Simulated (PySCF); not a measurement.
Molecule: SMILES [OH][Al]([OH])[Si](F)(F)F (H2AlF3O2Si). Atoms near the plane z = 0.0 Å, at the PBE0/def2-SVP optimised geometry (x, y, z in Å): Si1 (-0.9, -1.8, 0.0), F2 (-2.5, -1.7, 0.0), Al5 (0.2, 0.4, 0.0), O6 (1.8, 0.4, 0.0), O7 (-0.9, 1.7, 0.0), H8 (2.5, 1.1, 0.0), H9 (-0.7, 2.7, 0.0).

Level of theory: PySCF with PBE0/def2-TZVP. Cells within 0.4 Å of a nucleus heavier than hydrogen are left out (blank, or x). The values are rescaled to run from 0 to 1.

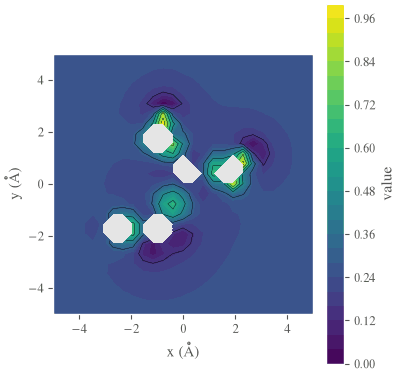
Figure: a field on the plane z = 0.0 Å.

**Question.** Which quantity is mapped?
(A) deformation density (molecule minus spherical neutral atoms)
(B) electrostatic potential
(C) electron localisation function
(D) log10 of the electron density

**Answer.** A, deformation density (molecule minus spherical neutral atoms). In full: deformation density (molecule minus spherical neutral atoms) (e/bohr³).
